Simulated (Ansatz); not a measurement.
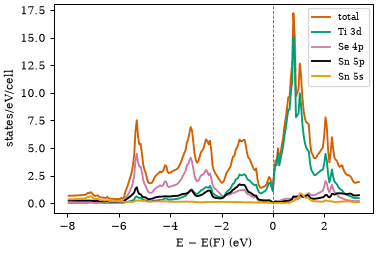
Figure. Total and projected density of states of TiSnSe in space group P4/nmm (No. 129; Ti on 2c, Sn on 2a, Se on 2c), DFT-PBE in the program Ansatz with PAW potentials

**Question.** Which orbitals carry the states next to the Fermi level?

**Answer.** Within 0.5 eV of the Fermi level: Ti 3d 85 %, Sn 5p 6 %. Projections are on Löwdin-orthogonalised atomic valence shells; empty p or d shells of many metals are not among them.

**Question.** Where is the tallest occupied peak in this window, and what makes it?

**Answer.** Near -5.3 eV, about 7.5 states/eV per cell; the largest projected share is Se 4p.

The start of the workflow was typed in or built on a structure type; neither database checked (COD, Materials Project) lists it. Its standing as an ambient phase is unchecked. The cell was relaxed with PBE under the symmetry of its start; its stability against distortions is not shown here. The workflow began spin-polarised and lost its moments. Scalar-relativistic: spin–orbit coupling is off unless named, which matters more the heavier the elements.

Potentials: the earlier of the program's two PAW sets.
